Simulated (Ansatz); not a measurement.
# Energy against volume for FePt (CuAu type, space group P4/mmm)

FePt (CuAu type, space group P4/mmm)

```xyz
2
Lattice="2.7339 0.0000 0.0000 0.0000 2.7339 0.0000 0.0000 0.0000 3.7210" Properties=species:S:1:pos:R:3 pbc="T T T"
Fe     1.3669     1.3669     1.8605
Pt     0.0000     0.0000     0.0000
```

The volume is varied about the relaxed value V₀ at fixed cell shape. Symmetry pins the atoms to their sites.

Calculation: r2SCAN (plane waves to 500 eV, PAW, scalar-relativistic; Ansatz, a quantum-chemistry and plane-wave program). k mesh 17×17×13 (Γ-centred), Fermi-Dirac smearing 0.05 eV. Energies are smeared free energies. With the shape held, the modulus is that of even scaling; a crystal free to change shape is softer. FePt was relaxed with its symmetry unable to fall. Relaxed FePt ends ferromagnetic. Spin-orbit coupling is left out, though Pt is heavy. The magnetic order is the one the run started from; other orders were not tried. The zero of ΔE is the relaxed starting cell.

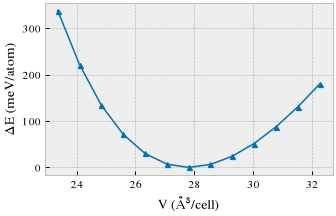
ΔE (meV/atom) against V (Å³/cell); one marker a computed point.

The equilibrium volume of the fit is 13.91 Å³/atom and the pressure derivative B₀′ (fit) is 4.8. The bulk modulus at fixed cell shape B₀ (third-order Birch-Murnaghan fit) is 216 GPa, the pressure for 5 % compression (fit) is 12.5 GPa and the energy cost of the largest compression is 338 meV/atom.

Check by three points about V = 13.905 Å³/atom, step 0.742: d²E/dV² ≈ (30 − 2·0 + 24) meV / 0.742² = 0.0982 eV/Å⁶, and V·d²E/dV² × 160.2 = 219 GPa.

(A scan under strain: stresses follow from slopes of the energy per volume, elastic moduli from its curvatures.)
